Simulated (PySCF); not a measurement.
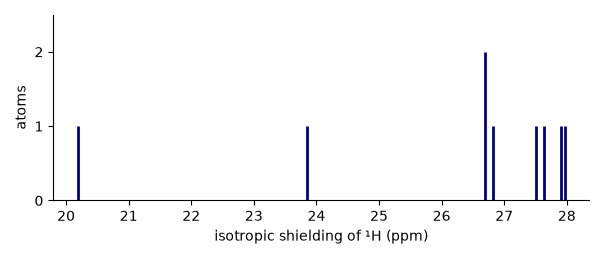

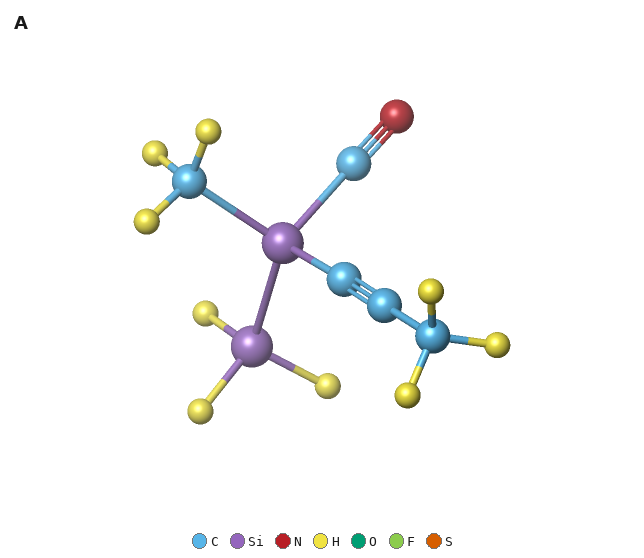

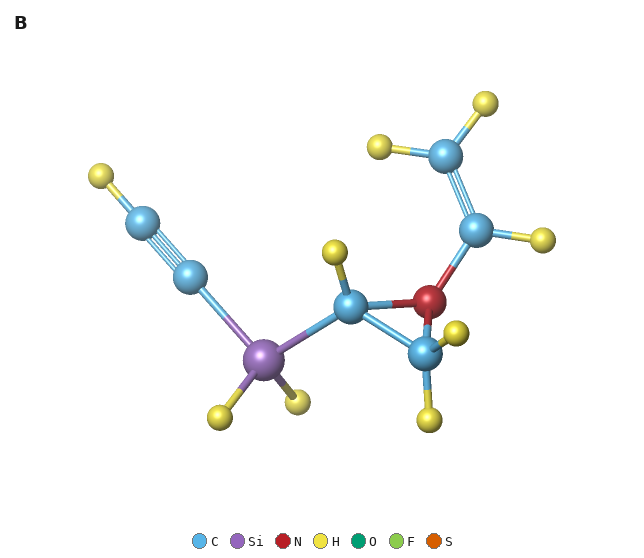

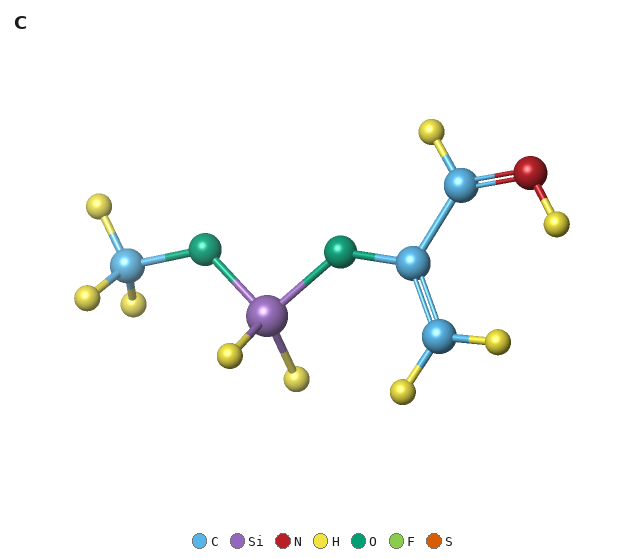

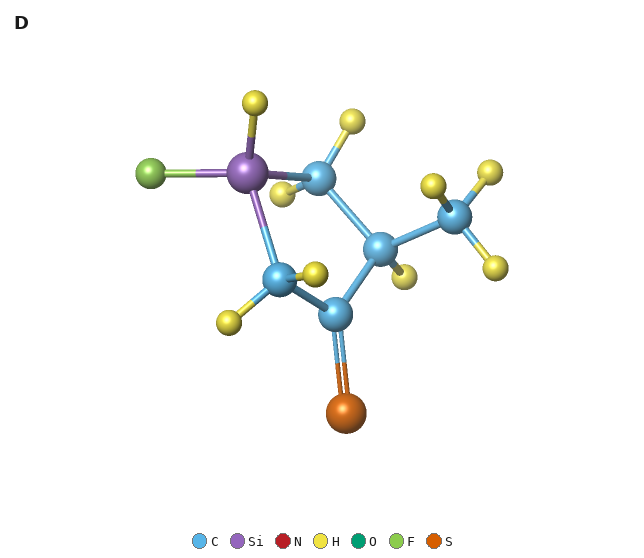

The sticks are computed shieldings of one of the molecules, for one fixed geometry (GFN2-xTB) without averaging over rotations. Low shielding means a high chemical shift. Method: GIAO PBE0/pcSseg-1 NMR shielding, non-relativistic, gas phase (PySCF 2.14.0).

### Match the spectrum to a structure.

C, `[H]/N=C\C(=C)O[SiH2]OC`. Its 9 H atoms give lines at 20.18, 23.86, 26.69 (2 atoms), 26.82, 27.50, 27.63, 27.91, 27.97 ppm.

The geometry is semi-empirical. Around Si such bond lengths and angles can be off by a tenth of an ångström or more and by several degrees, and values that hang on the shape move with them.
